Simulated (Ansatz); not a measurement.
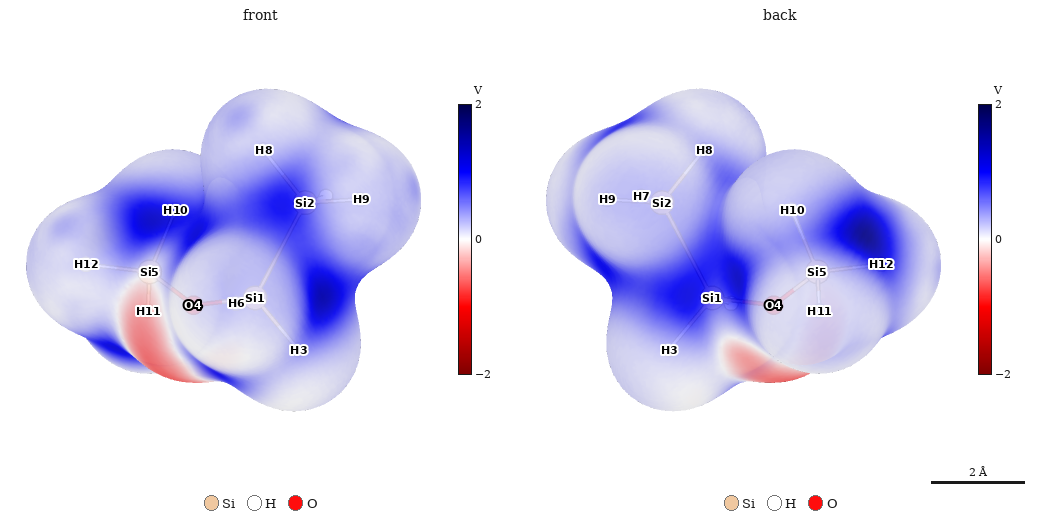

Figure 1: H₈OSi₃. The molecular electrostatic potential painted on the density surface at 0.002 e/bohr³, seen from the front and from behind; the colour scale runs from red (negative) to blue (positive).

The product side of a reaction path; geometry: PBE0-D4/def2-TZVP.

Method: RKS PBE0-D4/def2-TZVPP (Ansatz 0.2.0).

```xyz
12

Si   -1.2556   -0.5378   -0.1070
Si    0.6054   -1.8468    0.4699
H    -1.8812   -1.0710   -1.3473
O    -0.8424    1.0295   -0.3597
Si    0.3777    2.1166   -0.3579
H    -2.2689   -0.5956    0.9813
H     1.6272   -1.8297   -0.6118
H     1.2355   -1.3551    1.7252
H     0.1570   -3.2511    0.6801
H     1.6566    1.4397   -0.0080
H     0.4956    2.7249   -1.7063
H     0.0932    3.1763    0.6415
```

Which sites attract a positive test charge, and which a negative one?

Answer. A positive charge is drawn to the negative regions and a negative charge to the positive ones. The most negative region (about −0.6 V) lies over O4, the most positive (about +1.5 V) over Si1 and Si5.
